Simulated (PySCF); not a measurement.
Molecule: C₅H₁₄Si₃, SMILES C=C[Si]([SiH3])([SiH3])C1CC1.

```xyz
22

C     -2.6104    -0.8764     1.6105
C     -1.3531    -0.4186     1.5954
Si    -0.3590    -0.0350     0.0509
Si    -1.4859    -0.7819    -1.8698
Si    -0.1675     2.3062    -0.1037
C      1.3423    -0.8184     0.1282
C      2.4711    -0.3081    -0.7340
C      2.5211    -0.1012     0.7432
H     -3.1669    -1.0829     0.6883
H     -3.1496    -1.0667     2.5455
H     -0.8624    -0.2367     2.5618
H     -2.8306    -0.1371    -2.0045
H     -0.6816    -0.4330    -3.0824
H     -1.6824    -2.2670    -1.8453
H      0.3667     2.8941     1.1669
H      0.7336     2.7288    -1.2230
H     -1.5228     2.8894    -0.3523
H      1.3229    -1.9043     0.2804
H      2.2858     0.5596    -1.3752
H      3.1438    -1.0468    -1.1763
H      3.2290    -0.6961     1.3262
H      2.3715     0.9106     1.1329
```

Vertical TDDFT excitations, B3LYP/def2-SVPD in PySCF 2.14.0, at a PBE0-D3(BJ)/def2-SVP geometry (no frequency check), gas phase.

What does its absorption spectrum look like?

Answer. The lowest singlet lies at 5.52 eV (224 nm, f = 0.050); the brightest of the first 10 is S4 at 6.28 eV (197 nm), f = 0.117, mixed, the largest part being HOMO−1 → LUMO (35 %). No singlet lies below 3.1 eV (beyond 400 nm), so at this level no vertical transition falls in the visible.


| state | E (eV) | λ (nm) | f | main character |
| --- | --- | --- | --- | --- |
| S1 | 5.52 | 224 | 0.050 | HOMO → LUMO (83 %) |
| S2 | 5.95 | 209 | 0.032 | HOMO−1 → LUMO (34 %) |
| S3 | 6.19 | 200 | 0.110 | HOMO → LUMO+1 (63 %) |
| S4 | 6.28 | 197 | 0.117 | HOMO−1 → LUMO (35 %) |
| S5 | 6.38 | 194 | 0.057 | HOMO → LUMO+2 (81 %) |
| S6 | 6.59 | 188 | 0.025 | HOMO−1 → LUMO+1 (90 %) |
| S7 | 6.61 | 188 | 0.026 | HOMO → LUMO+3 (95 %) |
| S8 | 6.73 | 184 | 0.039 | HOMO → LUMO+4 (83 %) |
| S9 | 6.88 | 180 | 0.048 | HOMO−1 → LUMO+2 (75 %) |
| S10 | 6.94 | 179 | 0.033 | HOMO → LUMO+5 (49 %) |

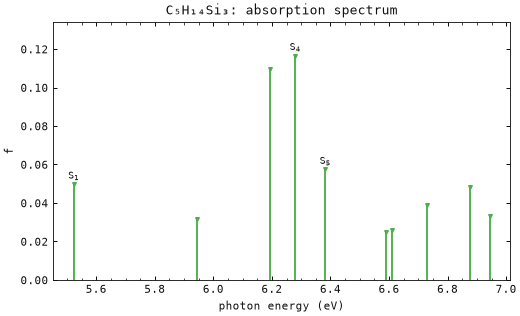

The lowest 10 singlet states are shown.

Caveats: one conformer of a flexible molecule; core orbitals are frozen in the response.
